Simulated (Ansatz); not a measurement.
The reference is Os in the hcp (Mg type) structure (space group P6_3/mmc, No. 194; a = 2.754 Å, c = 4.347 Å; relaxed with 0.1 eV smearing).

Structures relaxed with plane-wave PAW DFT at the PBE level (Ansatz, a program for electronic structure, 420 eV), no SOC.

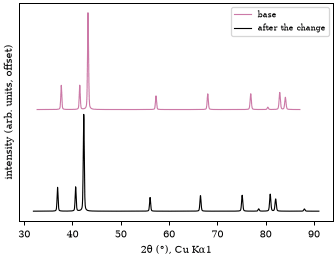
Fig. 1. Simulated powder patterns before (top) and after one change

Name the change that was made.
(A) isotropic strain +2.00 %
(B) isotropic strain +0.50 %
(C) isotropic strain +3.00 %
(D) isotropic strain −2.00 %

A, isotropic strain +2.00 %. Its volume per atom is 15.16 Å³ against 14.28 Å³, and its space group is P6_3/mmc (No. 194).

Stability against distortions was not tested. All final runs are without spin polarisation.
